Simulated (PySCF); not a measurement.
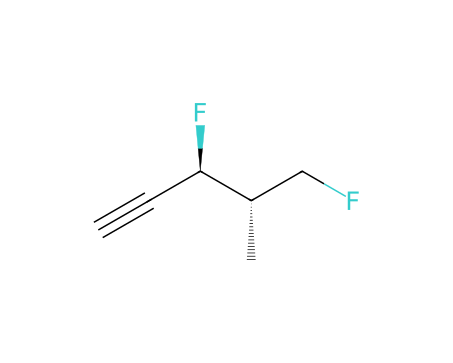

A structural formula.

Question: Transcribe the drawing into SMILES.

Answer: C#C[C@@H](F)[C@@H](C)CF

Question: Give the formula, hydrogens included.

Answer: C6H8F2.

Question: An optimisation with GFN2-xTB gave a structure of which point group?

Answer: C1.

More results for the same structure follow; atom numbers are the same in all pictures, views and colours differ. The geometry was computed by an optimisation with GFN2-xTB. No frequency run is at hand to confirm it as a minimum.

## Shape

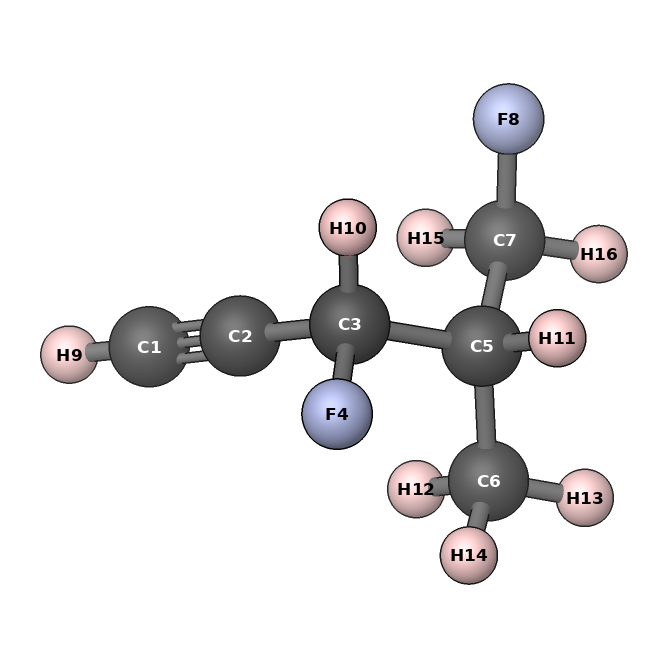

The atoms are numbered. No frequency run is at hand to confirm it as a minimum.

List the bonds and their lengths.

| bond | length (Å) | order |
| --- | --- | --- |
| C1–C2 | 1.197 | triple |
| C1–H9 | 1.049 | single |
| C2–C3 | 1.452 | single |
| C3–F4 | 1.386 | single |
| C3–C5 | 1.540 | single |
| C3–H10 | 1.100 | single |
| C5–C6 | 1.526 | single |
| C5–C7 | 1.525 | single |
| C5–H11 | 1.095 | single |
| C6–H12 | 1.088 | single |
| C6–H13 | 1.087 | single |
| C6–H14 | 1.087 | single |
| C7–F8 | 1.374 | single |
| C7–H15 | 1.095 | single |
| C7–H16 | 1.094 | single |

## Electronic properties

No frequency run is at hand to confirm it as a minimum. Method: PBE0/def2-SVPD, gas phase (PySCF 2.14.0). Excitations: vertical, linear response.

Question: Give the HOMO energy (Kohn–Sham orbital) at this level.

Answer: −8.28 eV.

Question: What is the lowest vertical singlet excitation?

Answer: 6.28 eV.

Question: Give the brightest of the 6 lowest singlets at this level.

Answer: 8.29 eV.

Question: Give the mean static polarisability at this level.

Answer: 70.5 bohr³.

## Charges

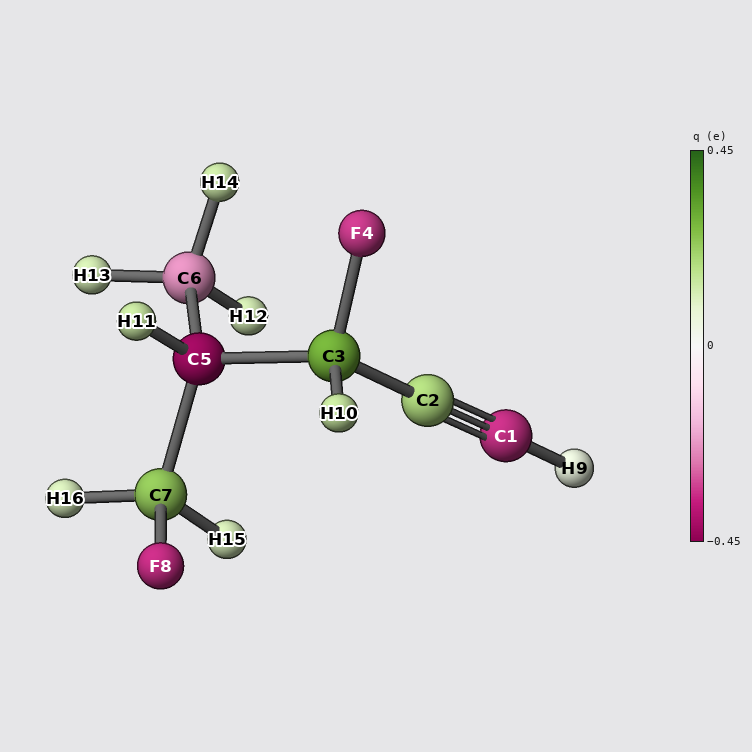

Atoms are coloured by their Mulliken charges. No frequency run is at hand to confirm it as a minimum. Level of theory: PBE0/pcSseg-1, gas phase (PySCF 2.14.0).

Give the Mulliken charges atom by atom.

```tsv
atom	value (e)
C1	−0.34
C2	0.18
C3	0.28
F4	−0.32
C5	−0.41
C6	−0.23
C7	0.23
F8	−0.34
H9	0.05
H10	0.15
H11	0.14
H12	0.12
H13	0.12
H14	0.14
H15	0.11
H16	0.11
```

## NMR shielding

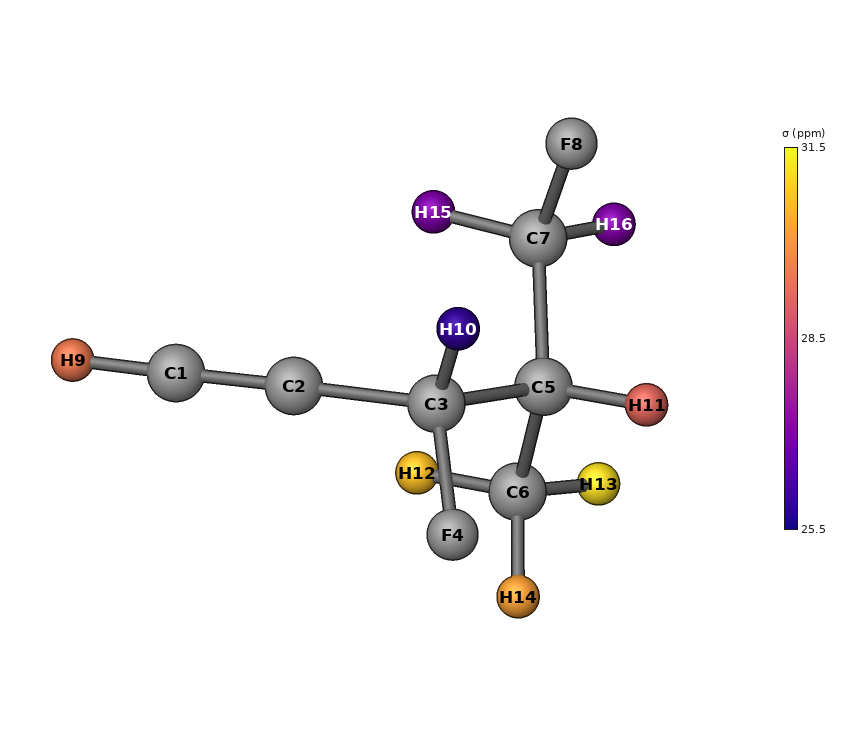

Atoms are coloured by their isotropic NMR shieldings (H only, the others grey). No frequency run is at hand to confirm it as a minimum. Method: GIAO PBE0/pcSseg-1 NMR shielding, non-relativistic, gas phase (PySCF 2.14.0).

Question: Which H atom is the most shielded (lowest chemical shift)?

Answer: H13 (31.14 ppm).

Question: Which H atom is the least shielded (highest chemical shift)?

Answer: H10 (25.91 ppm).

Question: How wide is the range of H shifts?

Answer: 5.23 ppm.

List the isotropic NMR shieldings of the H atoms.

```tsv
atom	σ (ppm)
H9	29.51
H10	25.91
H11	29.20
H12	30.73
H13	31.14
H14	30.21
H15	26.99
H16	27.05
```

Mulliken values depend strongly on the basis set and can even reverse the polarity of a bond.
